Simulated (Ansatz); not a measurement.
Formation energy of the bound charge states of C on the O site (C_O) in monoclinic HfO2 (start: the O(2,4-fold) site; 96-site cell, 2×2×2 shifted sampling) against the Fermi level, Hf-rich (Δμ(O) = -5.19 eV, Δμ(C) = -1.83 eV, bounded by HfC (Fm-3m); only phases computed here count, gases as isolated molecules at 0 K). Computed with PBE, PAW (plane waves to 420 eV; Ansatz, a first-principles code).

Details: 96-site cell; 2×2×2 shifted k-points; host gap 4.04 eV; charged states image-corrected; no spin–orbit coupling; energies good to tenths of an eV; flagged in the runs: a host whose relaxation on this sampling wasn't shown to rest, a strain field that reaches the edge of the cell.

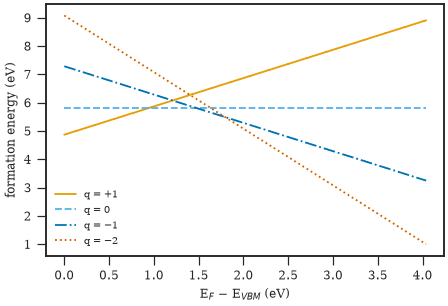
Figure. Formation energy of each charge state against the Fermi level

Crossings of the lowest lines: (+1/0) at 0.96 eV; (0/−1) at 1.46 eV; (−1/−2) at 1.79 eV. At the valence-band maximum: q = +1: 4.87 eV; q = 0: 5.83 eV; q = −1: 7.28 eV; q = −2: 9.08 eV.
